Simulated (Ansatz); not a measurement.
**ZrHCl3O: frequency calculation**

ZrHCl3O, computed with RKS PBE0-D4/def2-TZVP (Ansatz 0.2.0).

The geometry comes from this level: PBE0-D4/def2-TZVP. Figures and captions count atoms from 1; the log counts them from 0 in places.

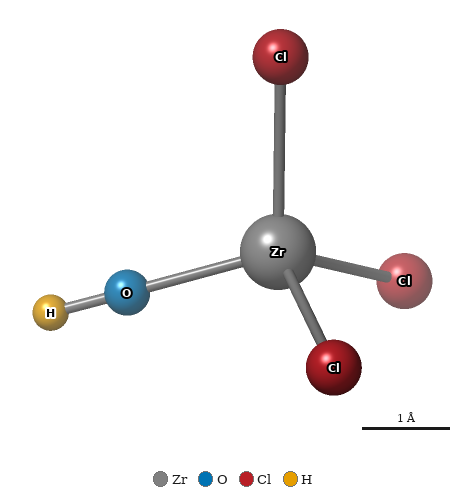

Fig. 1: The structure as given in the input (ball-and-stick view, seen at a tilt). Sticks mark near contacts.

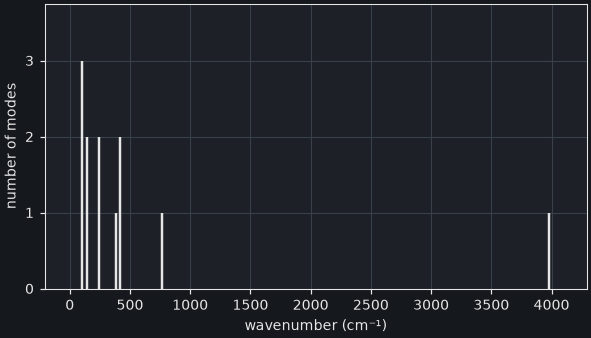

Fig. 2: Harmonic vibrational wavenumbers from the force constants; neighbouring modes closer than 18 cm⁻¹ are counted in one stick. 12 modes from 97 to 3981 cm⁻¹, none imaginary.

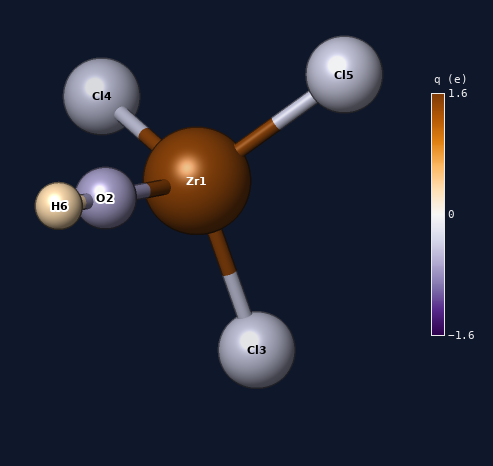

Fig. 3: Mulliken charges, as the colour of each atom (ball-and-stick view, seen at a tilt; atoms are numbered from 1 in the order of the input). By element: Zr +1.48, O −0.70, Cl −0.38 and H +0.35 e.

These pictures come from the run below.

Input:
```yaml
crystal:
  periodic: [false, false, false]
  atoms:
    - {symbol: Zr, position_ang: [0.013654, -0.313942, -0.985552]}
    - {symbol: O, position_ang: [1.067774, -0.979791, 0.419323]}
    - {symbol: Cl, position_ang: [0.537862, -1.465472, -2.949558]}
    - {symbol: Cl, position_ang: [-2.242382, -0.624151, -0.464565]}
    - {symbol: Cl, position_ang: [0.454482, 1.963520, -1.261689]}
    - {symbol: H, position_ang: [1.596488, -1.311060, 1.141242]}
basis:
  gaussian: {orbitals: def2-TZVP}
hamiltonian: {xc: pbe0, dispersion: d4}
phonons: {temperatures: {t_min: 298.15, t_max: 900, t_step: 200}}
```

Launch command:
```bash
ansatz run in.yaml --threads 8 --pin off --events-out ev --progress --plain --max-ram 19148MiB
```

What the program printed:
```
Functional definition: PBE0
  name "PBE0"
  cite "Adamo & Barone, J. Chem. Phys. 110, 6158 (1999) doi:10.1063/1.478522"
  cite "Perdew, Burke & Ernzerhof, Phys. Rev. Lett. 77, 3865 (1996) doi:10.1103/PhysRevLett.77.3865"
  parent pbe
  parameter a = 0.25
  parameter kappa = 0.804
  parameter beta = 0.06672455060314922
  exchange = (1 - a)*pbe_x(kappa = kappa, mu = beta*pi^2/3) + a*exact_x
  correlation = pbe_c(beta = beta)
1398 factors; their error is unknown
mean field evaluation 1: about -40901.1480 eV, gradient 6.2e1 eV
mean field evaluation 2: about -40858.4205 eV, gradient 1.6e2 eV
mean field evaluation 4: about -40907.3572 eV, gradient 7.7e0 eV
mean field evaluation 8: about -40907.5065 eV, gradient 1.7e-1 eV
mean field evaluation 16: about -40907.6456 eV, gradient 1.4e-4 eV
mean field -40907.64559798 eV, -1503.3282475276 hartree, gradient 4.7e-5 eV, S^2 0.000000; 0 other end points of the search recorded, 0 dependent functions left out
the calculation of the forces begins
reference -40907.64564667 eV, -1503.3282493171 hartree; 36, 36 occupied and 152, 152 virtual orbitals, 1398 factors
these checks for a lower state are left out or cut short: stability, starts, cluster_reference, orbital_swaps, neighbouring_geometries, increment
1398 factors; their error is unknown
mean field -40907.64550240 eV, -1503.3282440153 hartree, gradient 2.5e-6 eV, S^2 0.000000; 0 other end points of the search recorded, 0 dependent functions left out
[... from here on the field's lines of each further geometry are left out, up to the last ...]
the calculation of the forces begins
reference -40907.64556380 eV, -1503.3282462715 hartree; 36, 36 occupied and 152, 152 virtual orbitals, 1398 factors
these checks for a lower state are left out or cut short: stability, starts, cluster_reference, orbital_swaps, neighbouring_geometries, increment
1398 factors; their error is unknown
mean field -40907.64548263 eV, -1503.3282432887 hartree, gradient 1.3e-6 eV, S^2 0.000000; 0 other end points of the search recorded, 0 dependent functions left out
the calculation of the forces begins
reference -40907.64553132 eV, -1503.3282450780 hartree; 36, 36 occupied and 152, 152 virtual orbitals, 1398 factors
Total energy: -40907.82764678 eV, -1503.3349376976 hartree
Atom 0 at     0.013654    -0.313942    -0.985552 Å, force     0.002093    -0.001876     0.000519 eV/Å
Atom 1 at     1.067774    -0.979791     0.419323 Å, force    -0.003694     0.003021    -0.000521 eV/Å
Atom 2 at     0.537862    -1.465472    -2.949558 Å, force    -0.000390     0.000982     0.001837 eV/Å
Atom 3 at    -2.242382    -0.624151    -0.464565 Å, force     0.000994    -0.000027    -0.000219 eV/Å
Atom 4 at     0.454482     1.963520    -1.261689 Å, force    -0.000012    -0.000987     0.000091 eV/Å
Atom 5 at     1.596488    -1.311060     1.141242 Å, force     0.001010    -0.001112    -0.001708 eV/Å
Dipole moment:     0.342143    -0.215083     0.462569 e Å
Vibrations: 97.31 97.32 111.47 146.34 146.57 244.96 245.23 383.35 421.03 421.11 761.77 3981.04 cm⁻¹, zero-point energy 0.437510 eV
```

Key numbers:

```tsv
quantity	value
outcome	converged
total energy	−40907.8276 eV
mean-field energy	−40907.6456 eV
dispersion energy	−0.1820 eV
largest force (length of the vector)	0.005 eV/Å
dipole moment	2.95 D
hardware	8 threads of Arm Neoverse V1, 23 GiB of memory available, shared host
wall time	62 s (CPU time 7.3 min)
peak memory	0.6 GiB
```
